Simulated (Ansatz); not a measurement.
```xyz
9

Si    0.7402    0.6465    0.7412
H    -2.9543   -0.9677   -0.8765
F     0.1736    2.0490    0.2653
F     2.2424    0.9397    1.1728
H     0.0356    0.1610    1.9361
H    -2.2329   -0.7805   -0.8162
N     0.5731   -0.4372   -0.5394
H     0.7842   -0.1798   -1.4899
H     0.6382   -1.4308   -0.3936
```

The product side of a reaction path; geometry: PBE0-D4/def2-TZVP.

Computed with RKS PBE0-D4/def2-TZVPP (Ansatz 0.2.0).

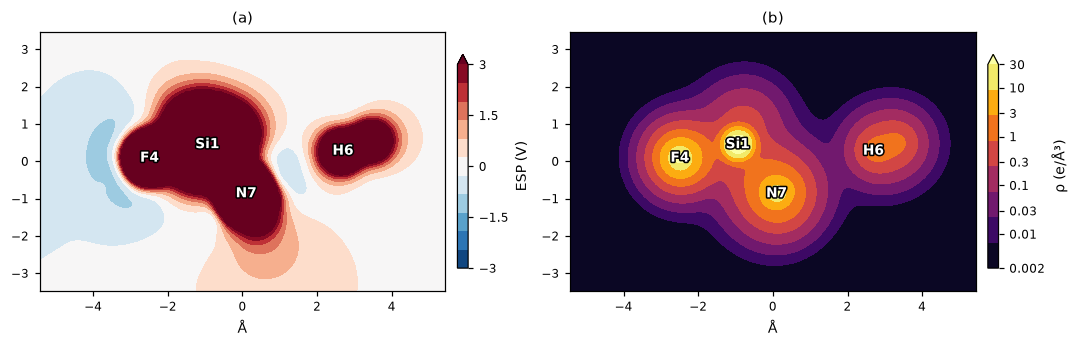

F₂H₃NSi···H₂. (a) molecular electrostatic potential; (b) electron density on the plane of atoms F4, Si1 and N7.

### What does the map show?

- Atoms in the plane: Si, F, H and N.
- N7···H6 (2.84 Å): the density falls to about 0.04 e/Å³ on the way: a weak contact between the two molecules.
- Si–F (1.59 Å): the density is about 1.2 e/Å³ at the midpoint.
- Si–N (1.69 Å): the density is about 1.2 e/Å³ at the midpoint.
- Outside the dense part of the complex the potential is most negative (−1.0 V) near F4.
